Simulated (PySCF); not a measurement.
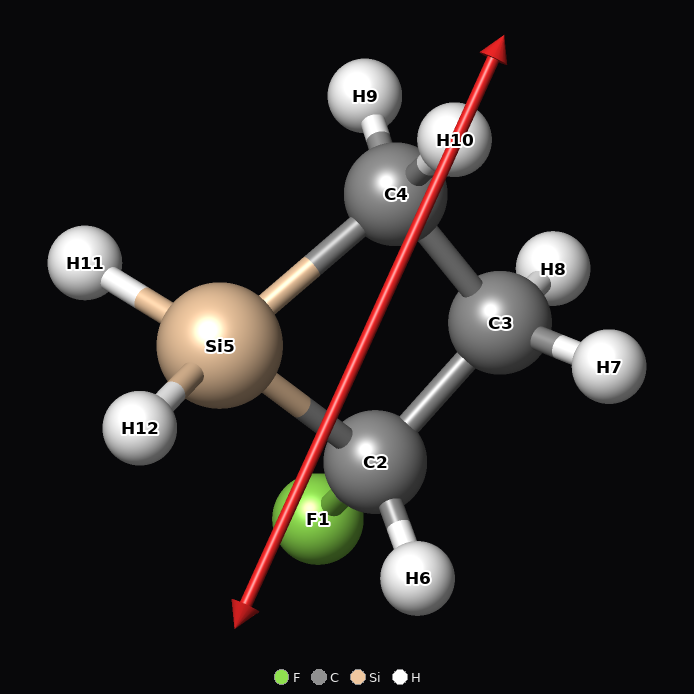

The double arrow shows the direction of the transition dipole to excited singlet state 2 (its length means nothing). Geometry: a frame of a GFN2-xTB molecular-dynamics simulation, not a minimum. Properties computed with TDDFT PBE0/def2-SVPD, vertical, gas phase, core orbitals frozen in the response (PySCF 2.14.0).

Question. Give its energy, strength and character.

Answer. 6.41 eV (193 nm), oscillator strength 0.030, mainly HOMO−1 → LUMO (weight 0.92); transition dipole 1.11 D.
